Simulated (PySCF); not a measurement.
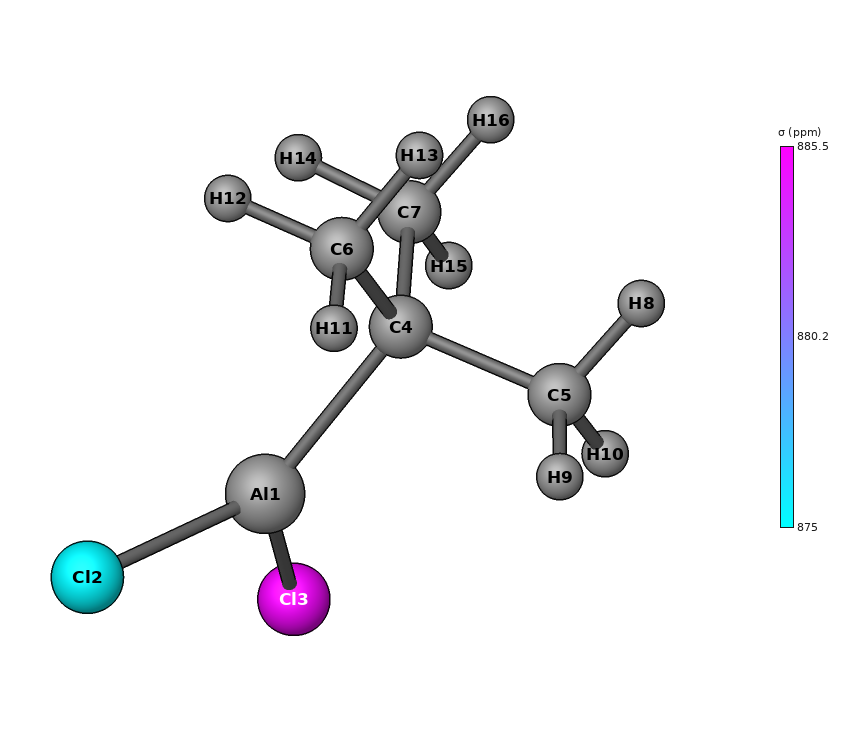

Atoms are coloured by their isotropic NMR shieldings (Cl only, the others grey). Computed geometry: PBE0-D3(BJ)/def2-SVP optimisation. No frequency run is at hand to confirm it as a minimum. Level of theory: GIAO PBE/pcSseg-1 (pcSseg-2 on Al) NMR shielding, non-relativistic, gas phase (PySCF 2.14.0).

Give the isotropic NMR shieldings of the Cl atoms atom by atom.

```tsv
atom	σ (ppm)
Cl2	875.3
Cl3	885.1
```
